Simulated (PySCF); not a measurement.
# One shape, several levels: SiH2Br2O2 (SMILES O[Si](O)(Br)Br)

Wanted: a comparison of 5 runs (HF/3-21G, HF/def2-SVP, HF/cc-pVTZ, PBE0/def2-SVP, PBE0/def2-SVPD) of SiH2Br2O2. The job is set up through a Python script.

Program for the calculation: PySCF 2.14.0.

**1. The molecule**

SiH2Br2O2: 7 atoms, total charge 0, spin state singlet. As SMILES, `O[Si](O)(Br)Br`. The coordinates come from a PBE0-D4/def2-TZVP relaxation. This is one conformer, not always the lowest.

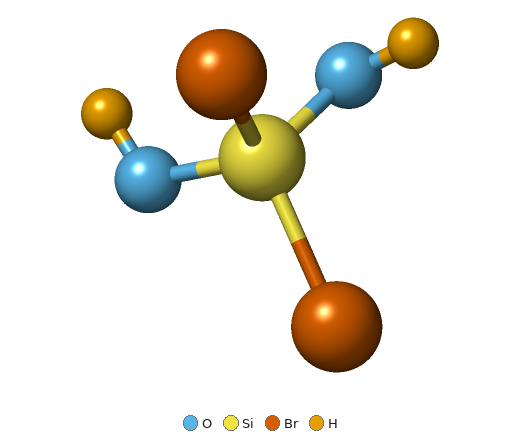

Viewed from a chosen angle; oxygen blue, silicon yellow, bromine orange, hydrogen amber.

**2. Energy and forces at HF/3-21G (run 1)**

calc.py reads:

```python
from pyscf import gto, scf

mol = gto.M(
    atom=[
    ('O', (-0.809200, 0.257400, 1.134900)),
    ('Si', (-0.037000, -0.070700, -0.254500)),
    ('O', (1.120800, -1.161800, 0.030700)),
    ('Br', (-1.368700, -0.955400, -1.755400)),
    ('Br', (0.795500, 1.813600, -1.066700)),
    ('H', (-1.407500, 1.006700, 1.155200)),
    ('H', (1.767400, -0.957800, 0.710300)),
],
    spin=0,
    basis='3-21g',
    verbose=4,
    max_memory=1860,
)

hf = scf.RHF(mol)
hf.conv_tol = 1e-10
hf.kernel()
if not hf.converged:
    hf = hf.newton().run(hf.mo_coeff, hf.mo_occ)

energy = hf.e_tot
print('E = %.10f Eh' % energy)
grad = hf.nuc_grad_method().kernel()
hf.analyze()
```

Launch:

```bash
OMP_NUM_THREADS=1 python calc.py
```

The program printed:

```text
PySCF version 2.14.0

[... 81 lines left out ...]
Two-electron Coulomb Energy =         3132.905618508996668
[... 9 lines left out ...]
MO #7   energy= -57.9841394331796  occ= 2
[... 7 lines left out ...]
MO #15  energy= -9.78780581063199  occ= 2
[... 7 lines left out ...]
MO #23  energy= -4.35950088375336  occ= 2
[... 7 lines left out ...]
MO #31  energy= -3.09327536025729  occ= 2
[... 7 lines left out ...]
MO #39  energy= -1.02348732940416  occ= 2
[... 7 lines left out ...]
MO #47  energy= -0.468872818449383 occ= 2
[... 7 lines left out ...]
MO #55  energy= 0.226218521396384  occ= 0
[... 7 lines left out ...]
MO #63  energy= 0.822856586263102  occ= 0
[... 7 lines left out ...]
MO #71  energy= 1.26326192073449   occ= 0
[... 7 lines left out ...]
MO #79  energy= 3.26632734235946   occ= 0
[... 50 lines left out ...]
pop of  3 Br 3dxy         1.99986
pop of  3 Br 3dyz         1.99982
pop of  3 Br 3dz^2        1.99987
pop of  3 Br 3dxz         1.99972
pop of  3 Br 3dx2-y2      1.99990
pop of  4 Br 1s           2.00000
pop of  4 Br 2s           1.99991
pop of  4 Br 3s           1.99932
pop of  4 Br 4s           1.90546
pop of  4 Br 5s           0.00703
pop of  4 Br 2px          1.99998
pop of  4 Br 2py          1.99997
pop of  4 Br 2pz          1.99998
pop of  4 Br 3px          1.99983
pop of  4 Br 3py          1.99977
pop of  4 Br 3pz          1.99984
pop of  4 Br 4px          1.86525
pop of  4 Br 4py          1.59631
pop of  4 Br 4pz          1.88044
pop of  4 Br 5px          0.00155
pop of  4 Br 5py          0.00172
pop of  4 Br 5pz          0.00112
pop of  4 Br 3dxy         1.99977
pop of  4 Br 3dyz         1.99979
pop of  4 Br 3dz^2        1.99989
pop of  4 Br 3dxz         1.99994
pop of  4 Br 3dx2-y2      1.99981
pop of  5 H 1s            0.65902
pop of  5 H 2s            0.01156
pop of  6 H 1s            0.66042
pop of  6 H 2s            0.01114
 ** Mulliken atomic charges  **
charge of    0O =     -0.69611
charge of    1Si =      1.20218
charge of    2O =     -0.68661
charge of    3Br =     -0.22063
charge of    4Br =     -0.25670
charge of    5H =      0.32943
charge of    6H =      0.32844
Dipole moment(X, Y, Z, Debye):  0.13720,  1.74364,  2.22044
```

Wall time 12 s (1 thread of Intel Xeon at 2.50GHz (Skylake/Cascade Lake), shared host); peak memory 0.16 GiB.

**3. Energy and forces at HF/def2-SVP (run 2)**

calc.py reads:

```python
from pyscf import gto, scf

molecule = gto.M(
    atom='''
O     -1.529166     0.486416     2.144650
Si    -0.069920    -0.133604    -0.480935
O      2.118005    -2.195484     0.058015
Br    -2.586468    -1.805444    -3.317225
Br     1.503277     3.427207    -2.015771
H     -2.659790     1.902387     2.183012
H      3.339902    -1.809980     1.342272
''',
    spin=0,
    unit='bohr',
    verbose=4,
    basis='def2-svp',
    max_memory=1860,
)

mf = scf.RHF(molecule)
mf.conv_tol = 1e-10
mf.kernel()
if not mf.converged:
    mf = mf.newton().run(mf.mo_coeff, mf.mo_occ)

etot = mf.e_tot
print('Final energy', etot)
grad = mf.nuc_grad_method().kernel()
dip = mf.dip_moment()
pop, q = mf.mulliken_pop()
```

Launch:

```bash
OMP_NUM_THREADS=1 python calc.py
```

The program printed:

```text
PySCF version 2.14.0

[... 63 lines left out ...]
converged SCF energy = -5584.01253325026
Final energy -5584.012533250259
[... 13 lines left out ...]
Dipole moment(X, Y, Z, Debye):  0.14209,  1.34200,  1.77490
[... 89 lines left out ...]
pop of  4 Br 3pz          1.99598
pop of  4 Br 4px          0.79921
pop of  4 Br 4py          0.72073
pop of  4 Br 4pz          0.80830
pop of  4 Br 5px          1.07174
pop of  4 Br 5py          0.91004
pop of  4 Br 5pz          1.07875
pop of  4 Br 3dxy         1.64530
pop of  4 Br 3dyz         1.64532
pop of  4 Br 3dz^2        1.64572
pop of  4 Br 3dxz         1.64593
pop of  4 Br 3dx2-y2      1.64524
pop of  4 Br 4dxy         0.34652
pop of  4 Br 4dyz         0.34647
pop of  4 Br 4dz^2        0.34586
pop of  4 Br 4dxz         0.34561
pop of  4 Br 4dx2-y2      0.34650
pop of  4 Br 5dxy         0.01737
pop of  4 Br 5dyz         0.01679
pop of  4 Br 5dz^2        0.01227
pop of  4 Br 5dxz         0.01097
pop of  4 Br 5dx2-y2      0.01618
pop of  5 H 1s            0.65344
pop of  5 H 2s            0.04171
pop of  5 H 2px           0.02631
pop of  5 H 2py           0.03156
pop of  5 H 2pz           0.01621
pop of  6 H 1s            0.65242
pop of  6 H 2s            0.04074
pop of  6 H 2px           0.02852
pop of  6 H 2py           0.01709
pop of  6 H 2pz           0.02883
 ** Mulliken atomic charges  **
charge of    0O =     -0.51628
charge of    1Si =      1.25910
charge of    2O =     -0.49897
charge of    3Br =     -0.33389
charge of    4Br =     -0.37313
charge of    5H =      0.23077
charge of    6H =      0.23240
```

It took 38 s on 1 thread of Intel Xeon at 2.50GHz (Skylake/Cascade Lake), shared host; peak memory 0.32 GiB.

Run 3 isn't shown in full; the table further down has it.

**4. Energy and forces at PBE0/def2-SVP (run 4)**

job.py reads:

```python
# O[Si](O)(Br)Br
from pyscf import gto, dft

mol = gto.M(
    atom='''
O       -0.809200       0.257400       1.134900
Si      -0.037000      -0.070700      -0.254500
O        1.120800      -1.161800       0.030700
Br      -1.368700      -0.955400      -1.755400
Br       0.795500       1.813600      -1.066700
H       -1.407500       1.006700       1.155200
H        1.767400      -0.957800       0.710300
''',
    verbose=4,
    spin=0,
    basis='def2-svp',
    max_memory=1860,
)

ks = dft.RKS(mol)
ks.xc = 'pbe0'
ks.grids.level = 5
ks.conv_tol = 1e-10
ks.kernel()
if not ks.converged:
    ks = ks.newton().run(ks.mo_coeff, ks.mo_occ)

e_tot = ks.e_tot
print('E = %.10f Eh' % e_tot)
grad = ks.nuc_grad_method().kernel()
dip = ks.dip_moment()
pop, q = ks.mulliken_pop()
```

Launch:

```bash
OMP_NUM_THREADS=1 python job.py
```

The program printed:

```text
PySCF version 2.14.0

[... 76 lines left out ...]
converged SCF energy = -5587.94046999828
[... 15 lines left out ...]
Dipole moment(X, Y, Z, Debye):  0.13361,  1.14825,  1.77746
[... 89 lines left out ...]
pop of  4 Br 3pz          1.99295
pop of  4 Br 4px          0.81619
pop of  4 Br 4py          0.73665
pop of  4 Br 4pz          0.82588
pop of  4 Br 5px          1.03419
pop of  4 Br 5py          0.86222
pop of  4 Br 5pz          1.04370
pop of  4 Br 3dxy         1.63930
pop of  4 Br 3dyz         1.63933
pop of  4 Br 3dz^2        1.63972
pop of  4 Br 3dxz         1.63992
pop of  4 Br 3dx2-y2      1.63925
pop of  4 Br 4dxy         0.34902
pop of  4 Br 4dyz         0.34897
pop of  4 Br 4dz^2        0.34853
pop of  4 Br 4dxz         0.34835
pop of  4 Br 4dx2-y2      0.34902
pop of  4 Br 5dxy         0.01973
pop of  4 Br 5dyz         0.01921
pop of  4 Br 5dz^2        0.01547
pop of  4 Br 5dxz         0.01430
pop of  4 Br 5dx2-y2      0.01882
pop of  5 H 1s            0.66797
pop of  5 H 2s            0.05108
pop of  5 H 2px           0.02549
pop of  5 H 2py           0.02970
pop of  5 H 2pz           0.01762
pop of  6 H 1s            0.66704
pop of  6 H 2s            0.04908
pop of  6 H 2px           0.02719
pop of  6 H 2py           0.01853
pop of  6 H 2pz           0.02759
 ** Mulliken atomic charges  **
charge of    0O =     -0.36081
charge of    1Si =      0.80352
charge of    2O =     -0.34639
charge of    3Br =     -0.23772
charge of    4Br =     -0.27730
charge of    5H =      0.20815
charge of    6H =      0.21056
```

It took 94 s on 1 thread of Intel Xeon at 2.50GHz (Skylake/Cascade Lake), shared host; peak memory 1.2 GiB.

**5. Energy and gradient at PBE0/def2-SVPD (run 5)**

job.py reads:

```python
from pyscf import gto, dft

molecule = gto.M(
    atom='''
O     -1.529166     0.486416     2.144650
Si    -0.069920    -0.133604    -0.480935
O      2.118005    -2.195484     0.058015
Br    -2.586468    -1.805444    -3.317225
Br     1.503277     3.427207    -2.015771
H     -2.659790     1.902387     2.183012
H      3.339902    -1.809980     1.342272
''',
    basis='def2-svpd',
    verbose=4,
    max_memory=1860,
    unit='bohr',
    charge=0,
)

mf = dft.RKS(molecule, xc='pbe0')
mf.grids.level = 5
mf.conv_tol = 1e-10
mf.kernel()
if not mf.converged:
    mf = mf.newton().run(mf.mo_coeff, mf.mo_occ)

e_tot = mf.e_tot
print('E(%s) = %.9f' % ('PBE0', e_tot))
grad = mf.nuc_grad_method().kernel()
dip = mf.dip_moment()
pop, q = mf.mulliken_pop()
```

Launch:

```bash
OMP_NUM_THREADS=1 python job.py
```

The program printed:

```text
PySCF version 2.14.0

[... 76 lines left out ...]
converged SCF energy = -5587.9682241236
[... 15 lines left out ...]
Dipole moment(X, Y, Z, Debye):  0.11502,  1.07347,  1.50990
[... 137 lines left out ...]
pop of  4 Br 3dx2-y2      1.63940
pop of  4 Br 4dxy         0.34882
pop of  4 Br 4dyz         0.34875
pop of  4 Br 4dz^2        0.34830
pop of  4 Br 4dxz         0.34811
pop of  4 Br 4dx2-y2      0.34881
pop of  4 Br 5dxy         0.01920
pop of  4 Br 5dyz         0.01926
pop of  4 Br 5dz^2        0.01531
pop of  4 Br 5dxz         0.01423
pop of  4 Br 5dx2-y2      0.01859
pop of  4 Br 6dxy         0.00395
pop of  4 Br 6dyz         0.00802
pop of  4 Br 6dz^2        0.00316
pop of  4 Br 6dxz         0.00263
pop of  4 Br 6dx2-y2      0.00439
pop of  5 H 1s            0.69483
pop of  5 H 2s            0.02871
pop of  5 H 2px           0.02396
pop of  5 H 2py           0.02859
pop of  5 H 2pz           0.01519
pop of  5 H 3px           0.01243
pop of  5 H 3py           0.00490
pop of  5 H 3pz           0.00057
pop of  6 H 1s            0.69436
pop of  6 H 2s            0.03358
pop of  6 H 2px           0.02501
pop of  6 H 2py           0.01641
pop of  6 H 2pz           0.02639
pop of  6 H 3px          -0.00025
pop of  6 H 3py          -0.00113
pop of  6 H 3pz           0.00562
 ** Mulliken atomic charges  **
charge of    0O =     -0.58124
charge of    1Si =      1.61464
charge of    2O =     -0.58428
charge of    3Br =     -0.42168
charge of    4Br =     -0.41827
charge of    5H =      0.19083
charge of    6H =      0.20000
```

Wall time 3.5 min (1 thread of Intel Xeon at 2.50GHz (Skylake/Cascade Lake), shared host); peak memory 2.2 GiB.

**6. The series**

```
run           level  integration grid   energy (Eh)  dipole moment (D)  HOMO energy (eV)  LUMO energy (eV)  wall time
  1        HF/3-21G                 –  -5557.709789               2.83            -11.39              3.46       12 s
  2     HF/def2-SVP                 –  -5584.012533               2.23            -11.33              3.93       38 s
  3      HF/cc-pVTZ                 –  -5585.040529               2.06            -11.37              3.26     15 min
  4   PBE0/def2-SVP                 5  -5587.940470               2.12             -8.30              0.15       94 s
  5  PBE0/def2-SVPD                 5  -5587.968224               1.86             -8.49             -0.60    3.5 min
```

**7. What came out**

```
                       quantity           value
            run 5: total energy  -5587.96822 Eh
           run 5: dipole moment          1.86 D
             run 5: HOMO energy        -8.49 eV
             run 5: LUMO energy        -0.60 eV
           run 5: HOMO–LUMO gap         7.89 eV
run 5: largest force on an atom      0.806 eV/Å
```

What this shows: The dipole moment (its size) runs from 1.86 D (PBE0/def2-SVPD) to 2.83 D (HF/3-21G). The two ends differ in method and basis. The HOMO–LUMO gap runs from 7.89 eV (PBE0/def2-SVPD) to 15.26 eV (HF/def2-SVP). All runs together took 21 min, the longest 15 min.
